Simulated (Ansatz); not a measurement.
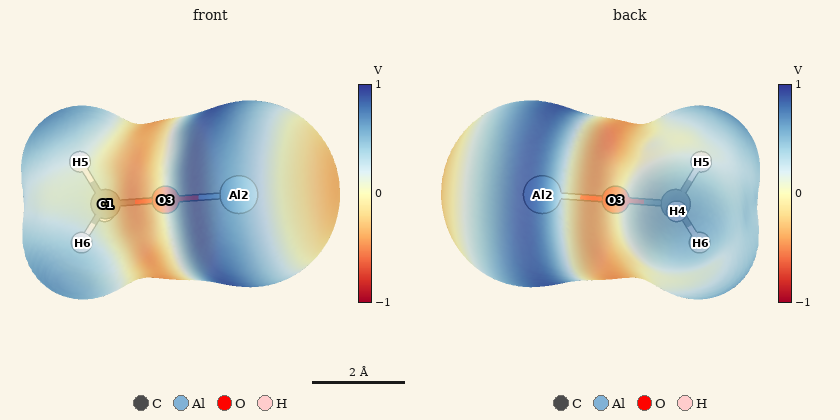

Figure 1: CH$_{3}$AlO (SMILES C[O][Al]). The electrostatic potential painted on the density surface at 0.002 e/bohr³, seen from the front and from behind; the colour scale runs from red (negative) to blue (positive).

Geometry: PBE0-D3(BJ)/pcseg-1.

Level of theory: isolated molecule in a Gaussian basis; Kohn-Sham density functional theory, functional PBE0 (Ansatz 0.2.0).

```xyz
6

C    -3.3967   -0.5379   -0.7833
Al   -1.9243    2.1714   -0.7629
O    -2.7336    0.6828   -0.7740
H    -4.3462   -0.4690   -0.2342
H    -2.7830   -1.3175   -0.3107
H    -3.6179   -0.8526   -1.8127
```

Which sites attract a positive test charge, and which a negative one?

A positive charge is drawn to the negative regions and a negative charge to the positive ones. The most negative region (about −0.5 V, or −12 kcal/mol for a unit charge) lies over C1 and O3, the most positive (about +0.9 V, or +21 kcal/mol for a unit charge) over Al2.

What dipole moment does the calculation give?

Its dipole moment is 0.87 D.
